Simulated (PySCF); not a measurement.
Run report: BH2F (charge +1), geometry relaxation (part 2 of 2)

BH2F, charge +1, multiplicity 2; B3LYP/def2-TZVP, UKS (PySCF 2.14.0). The atoms were displaced at random from an optimised geometry. The geometry is that of the parent species in another charge or spin state.

Geometry of the input (Å):
```
B  -0.0533  0.0368  -0.0222
F  1.0574  -0.2846  0.6453
H  -0.9985  -0.6336  0.1896
H  0.0130  0.8560  -0.8115
```

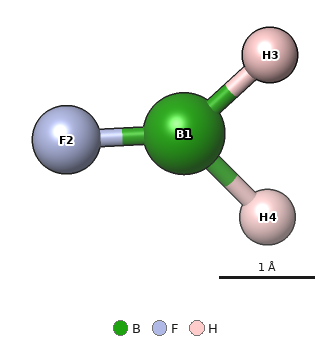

Fig. 1: The geometry at step 5 of the log (ball-and-stick view, seen at a tilt; atoms are numbered from 1 in the order of the input).

### What the program printed, continued
```
----------------------------------------------
cycle 6: E = -125.548223056  dE = -0.000142077  norm(grad) = 0.00607549
Step    5 : Displace = 1.631e-02/2.210e-02 (rms/max) Trust = 2.828e-01 (+) Grad = 3.038e-03/4.709e-03 (rms/max) E (change) = -125.5482230556 (-1.421e-04) Quality = 1.387
Hessian Eigenvalues: 4.27322e-02 4.99999e-02 5.00000e-02 ... 2.43593e-01 2.78819e-01 7.70088e-01

Geometry optimization cycle 7
Cartesian coordinates (Angstrom)
 Atom        New coordinates             dX        dY        dZ
   B   0.113504  -0.051424   0.080323    0.008105  0.011004  0.000033
   F   1.153954  -0.294985   0.708381   -0.000335 -0.007892  0.005144
   H  -1.067059  -0.499954   0.051911    0.006922  0.005612 -0.005472
   H  -0.177277   0.820029  -0.838661   -0.012568 -0.009201  0.001380
converged SCF energy = -125.548326364944  <S^2> = 0.75534026  2S+1 = 2.0053332
--------------- SecondOrderUKS_Scanner gradients ---------------
         x                y                z
0 B    -0.0015282163    -0.0026773423     0.0013944352
1 F     0.0001930776     0.0001789198     0.0001399086
2 H     0.0019618616     0.0010420071    -0.0000729747
3 H    -0.0006429965     0.0014743448    -0.0014689482
----------------------------------------------
cycle 7: E = -125.548326365  dE = -0.000103309  norm(grad) = 0.00460672
Step    6 : Displace = 1.252e-02/1.562e-02 (rms/max) Trust = 3.000e-01 (+) Grad = 2.303e-03/3.383e-03 (rms/max) E (change) = -125.5483263649 (-1.033e-04) Quality = 1.405
Hessian Eigenvalues: 3.49643e-02 4.99999e-02 5.00000e-02 ... 2.12433e-01 2.75141e-01 7.73968e-01

Geometry optimization cycle 8
Cartesian coordinates (Angstrom)
 Atom        New coordinates             dX        dY        dZ
   B   0.118957  -0.039809   0.078252    0.005454  0.011615 -0.002071
   F   1.152460  -0.300205   0.709949   -0.001495 -0.005219  0.001568
   H  -1.064843  -0.501342   0.051279    0.002216 -0.001389 -0.000631
   H  -0.181127   0.813593  -0.836406   -0.003850 -0.006436  0.002255
converged SCF energy = -125.548386289331  <S^2> = 0.7552902  2S+1 = 2.0052832
--------------- SecondOrderUKS_Scanner gradients ---------------
         x                y                z
0 B    -0.0007602577    -0.0007655535     0.0010786552
1 F    -0.0004079936    -0.0000658661    -0.0003450322
2 H     0.0015818506     0.0007259784    -0.0002616587
3 H    -0.0004235613     0.0001270395    -0.0004708868
----------------------------------------------
cycle 8: E = -125.548386289  dE = -5.99244e-05  norm(grad) = 0.00247638
Step    7 : Displace = 8.155e-03/1.307e-02 (rms/max) Trust = 3.000e-01 (=) Grad = 1.238e-03/1.760e-03 (rms/max) E (change) = -125.5483862893 (-5.992e-05) Quality = 1.257
Hessian Eigenvalues: 3.70035e-02 4.99996e-02 5.00000e-02 ... 1.82837e-01 2.66218e-01 7.80512e-01

Geometry optimization cycle 9
Cartesian coordinates (Angstrom)
 Atom        New coordinates             dX        dY        dZ
   B   0.120588  -0.036857   0.075126    0.001631  0.002952 -0.003126
   F   1.151698  -0.300925   0.709437   -0.000761 -0.000720 -0.000511
   H  -1.066927  -0.504837   0.053813   -0.002084 -0.003495  0.002533
   H  -0.178785   0.813425  -0.835042    0.002342 -0.000168  0.001364
converged SCF energy = -125.548404416537  <S^2> = 0.75532283  2S+1 = 2.0053158
--------------- SecondOrderUKS_Scanner gradients ---------------
         x                y                z
0 B    -0.0004138535    -0.0000127992     0.0004174559
1 F    -0.0003107634    -0.0000090093    -0.0003214887
2 H     0.0007664493     0.0003139337    -0.0001632176
3 H    -0.0000509749    -0.0002712800     0.0000698114
----------------------------------------------
cycle 9: E = -125.548404417  dE = -1.81272e-05  norm(grad) = 0.00115733
Step    8 : Displace = 3.584e-03/4.761e-03 (rms/max) Trust = 3.000e-01 (=) Grad = 5.787e-04/8.442e-04 (rms/max) E (change) = -125.5484044165 (-1.813e-05) Quality = 1.321
Hessian Eigenvalues: 3.87527e-02 4.99307e-02 5.00000e-02 ... 1.62198e-01 2.45725e-01 7.68748e-01

Geometry optimization cycle 10
Cartesian coordinates (Angstrom)
 Atom        New coordinates             dX        dY        dZ
   B   0.121486  -0.037163   0.072688    0.000898 -0.000307 -0.002438
   F   1.151487  -0.301365   0.709274   -0.000211 -0.000440 -0.000163
   H  -1.068829  -0.507101   0.056028   -0.001902 -0.002263  0.002216
   H  -0.176793   0.814928  -0.834725    0.001992  0.001503  0.000317
converged SCF energy = -125.548409029127  <S^2> = 0.75536182  2S+1 = 2.0053546
--------------- SecondOrderUKS_Scanner gradients ---------------
         x                y                z
0 B    -0.0001623555     0.0000782436     0.0000035663
1 F    -0.0000582186     0.0000405866    -0.0000939771
2 H     0.0001377211     0.0000448611    -0.0000294643
3 H     0.0000733330    -0.0001437390     0.0001216562
----------------------------------------------
cycle 10: E = -125.548409029  dE = -4.61259e-06  norm(grad) = 0.000330226
Step    9 : Displace = 2.518e-03/3.563e-03 (rms/max) Trust = 3.000e-01 (=) Grad = 1.651e-04/2.021e-04 (rms/max) E (change) = -125.5484090291 (-4.613e-06) Quality = 1.140
Hessian Eigenvalues: 3.82359e-02 4.91023e-02 5.00000e-02 ... 1.57924e-01 2.22586e-01 7.61210e-01

Geometry optimization cycle 11
Cartesian coordinates (Angstrom)
 Atom        New coordinates             dX        dY        dZ
   B   0.122013  -0.037552   0.072152    0.000527 -0.000389 -0.000536
   F   1.151558  -0.302228   0.709422    0.000071 -0.000863  0.000148
   H  -1.069019  -0.507351   0.056410   -0.000190 -0.000251  0.000382
   H  -0.176667   0.815334  -0.834803    0.000125  0.000406 -0.000078
converged SCF energy = -125.548409317733  <S^2> = 0.7553693  2S+1 = 2.0053621
--------------- SecondOrderUKS_Scanner gradients ---------------
         x                y                z
0 B    -0.0000525644     0.0000283028    -0.0000280964
1 F     0.0000048836     0.0000246297    -0.0000049806
2 H     0.0000106140    -0.0000001289    -0.0000011522
3 H     0.0000275703    -0.0000331230     0.0000360456
----------------------------------------------
cycle 11: E = -125.548409318  dE = -2.88606e-07  norm(grad) = 9.09906e-05
Step   10 : Displace = 5.229e-04/6.334e-04 (rms/max) Trust = 3.000e-01 (=) Grad = 4.550e-05/6.598e-05 (rms/max) E (change) = -125.5484093177 (-2.886e-07) Quality = 1.098
Hessian Eigenvalues: 3.82359e-02 4.91023e-02 5.00000e-02 ... 1.57924e-01 2.22586e-01 7.61210e-01
Converged! =D

converged: True
B           0.12201340       -0.03755247        0.07215210
F           1.15155777       -0.30222776        0.70942161
H          -1.06901870       -0.50735144        0.05640967
H          -0.17666741        0.81533373       -0.83480285

WARN: HOMO -0.299852527710456 >= LUMO -0.29985252771046

converged SCF energy = -125.548409317731  <S^2> = 0.7553692  2S+1 = 2.005362
E(B3LYP) = -125.548409318
frequencies (1/cm) [ 467.4  690.2  852.5 1536.3 1689.8 2206.2]
temperature 298.1500 [K]
pressure 101325.00 [Pa]
Rotational constants [GHz] 300.21622 31.67287 28.65026
Symmetry number 1
Zero-point energy (ZPE) 0.01696 [Eh]   44516.228 [J/mol]
                           tot       elec      trans        rot        vib
Entropy [J/mol/K]       237.016      5.763    151.901     74.134      5.218
Cv [J/mol/K]             36.858      0.000     12.472     12.472     11.915
Cp [J/mol/K]             45.173      0.000     20.786     12.472     11.915
Internal energy [J/mol]                      3718.434   3718.434  45664.064
Internal energy [Eh]   -125.52818  -125.54841
Enthalpy [J/mol]                             6197.391   3718.434  45664.064
Enthalpy [Eh]          -125.52724
Gibbs free energy [J/mol]                  -39091.827 -18384.595  44108.394
Gibbs free energy [Eh] -125.55416
```

### Trajectory as extended XYZ (Å, eV, eV/Å), 11 frames, from step=0 to step=10
```
4
Properties=species:S:1:pos:R:3:forces:R:3 step=0 energy=-3415.60705
B    -0.0533    0.0368   -0.0222    5.3227  -2.0185   3.6322
F     1.0574   -0.2846    0.6453   -2.8703   0.8268  -1.5937
H    -0.9985   -0.6336    0.1896   -1.9642  -0.8314   0.0412
H     0.0130    0.8560   -0.8115   -0.4888   2.0225  -2.0808
4
Properties=species:S:1:pos:R:3:forces:R:3 step=1 energy=-3416.11059
B     0.0211   -0.0478   -0.0287    2.2082  -0.4813   1.9381
F     1.0756   -0.2548    0.6581   -1.2056   0.0478  -0.8703
H    -1.0738   -0.6267    0.1934   -0.4439   0.0593  -0.3812
H    -0.0047    0.9034   -0.8226   -0.5584   0.3743  -0.6858
4
Properties=species:S:1:pos:R:3:forces:R:3 step=2 energy=-3416.22975
B     0.0614   -0.0273    0.1280   -1.9496   0.0443  -1.4254
F     1.1369   -0.2537    0.6382    1.7431  -0.4425   1.2115
H    -1.1197   -0.5926    0.0879    0.5910   0.5100   0.0337
H    -0.0604    0.8477   -0.8533   -0.3843  -0.1116   0.1792
4
Properties=species:S:1:pos:R:3:forces:R:3 step=3 energy=-3416.31080
B     0.0719   -0.0524    0.1000   -0.1062  -0.0391  -0.2851
F     1.1541   -0.2609    0.6667   -0.0032  -0.1048   0.2067
H    -1.1107   -0.5577    0.0781    0.3589   0.2622  -0.0138
H    -0.0969    0.8451   -0.8446   -0.2484  -0.1184   0.0923
4
Properties=species:S:1:pos:R:3:forces:R:3 step=4 energy=-3416.33732
B     0.0952   -0.0648    0.0788    0.2151   0.1742   0.0084
F     1.1513   -0.2806    0.6957   -0.1280  -0.0373  -0.0514
H    -1.0813   -0.5197    0.0680   -0.0211   0.0156  -0.0489
H    -0.1454    0.8392   -0.8421   -0.0648  -0.1524   0.0926
4
Properties=species:S:1:pos:R:3:forces:R:3 step=5 energy=-3416.34119
B     0.1054   -0.0624    0.0803    0.1273   0.2004  -0.0478
F     1.1543   -0.2871    0.7032   -0.0609  -0.0317  -0.0318
H    -1.0740   -0.5056    0.0574   -0.0684  -0.0376  -0.0175
H    -0.1647    0.8292   -0.8400    0.0031  -0.1314   0.0978
4
Properties=species:S:1:pos:R:3:forces:R:3 step=6 energy=-3416.34400
B     0.1135   -0.0514    0.0803    0.0786   0.1377  -0.0717
F     1.1540   -0.2950    0.7084   -0.0099  -0.0092  -0.0072
H    -1.0671   -0.5000    0.0519   -0.1009  -0.0536   0.0038
H    -0.1773    0.8200   -0.8387    0.0331  -0.0758   0.0755
4
Properties=species:S:1:pos:R:3:forces:R:3 step=7 energy=-3416.34563
B     0.1190   -0.0398    0.0783    0.0391   0.0394  -0.0555
F     1.1525   -0.3002    0.7099    0.0210   0.0034   0.0177
H    -1.0648   -0.5013    0.0513   -0.0813  -0.0373   0.0135
H    -0.1811    0.8136   -0.8364    0.0218  -0.0065   0.0242
4
Properties=species:S:1:pos:R:3:forces:R:3 step=8 energy=-3416.34613
B     0.1206   -0.0369    0.0751    0.0213   0.0007  -0.0215
F     1.1517   -0.3009    0.7094    0.0160   0.0005   0.0165
H    -1.0669   -0.5048    0.0538   -0.0394  -0.0161   0.0084
H    -0.1788    0.8134   -0.8350    0.0026   0.0140  -0.0036
4
Properties=species:S:1:pos:R:3:forces:R:3 step=9 energy=-3416.34625
B     0.1215   -0.0372    0.0727    0.0083  -0.0040  -0.0002
F     1.1515   -0.3014    0.7093    0.0030  -0.0021   0.0048
H    -1.0688   -0.5071    0.0560   -0.0071  -0.0023   0.0015
H    -0.1768    0.8149   -0.8347   -0.0038   0.0074  -0.0063
4
Properties=species:S:1:pos:R:3:forces:R:3 step=10 energy=-3416.34626
B     0.1220   -0.0376    0.0722    0.0027  -0.0015   0.0014
F     1.1516   -0.3022    0.7094   -0.0003  -0.0013   0.0003
H    -1.0690   -0.5074    0.0564   -0.0005   0.0000   0.0001
H    -0.1767    0.8153   -0.8348   -0.0014   0.0017  -0.0019
```

### Summary

- outcome: converged
- total energy: −125.548409 hartree
- basis functions: 74
- ⟨S²⟩: 0.755
- zero-point energy: 0.016955 hartree
- wavenumbers, lowest and highest: 467 and 2206 cm⁻¹
- hardware: 1 thread of Intel Xeon @ 2.50GHz (Skylake/Cascade Lake), 32 GiB of memory available, shared host
- wall time: 5 min
- peak memory: 1.2 GiB

Further notes kept with the run: dipole of an ion depends on the origin; symmetry number missed.
